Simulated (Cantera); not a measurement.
A closed system holds: 1 mol Pb, 2.6 mol CO, 52 mol H2, equilibrated at 1125 °C.

Equilibrium computed with Cantera from the NASA thermochemical tables; the gas is ideal and each condensed phase is pure. Candidate condensed phases: C, C6H6, C7H8, C8H18, H2O, Pb, PbO, PbO2, Pb3O4; 113 gas species. Equilibrium is a limit: real reactors are often held back by kinetics, nucleation or transport.

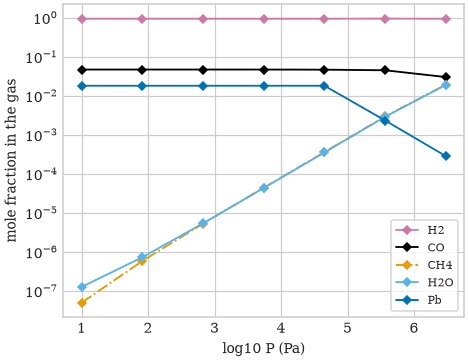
Figure: Equilibrium gas composition (values under 1e-9 drawn at 1e-9)

From 0.0750 Torr to 338 Torr nothing is condensed. From 2780 Torr to 22500 Torr the condensed part is Pb(l). The main Pb-bearing gas is Pb throughout.
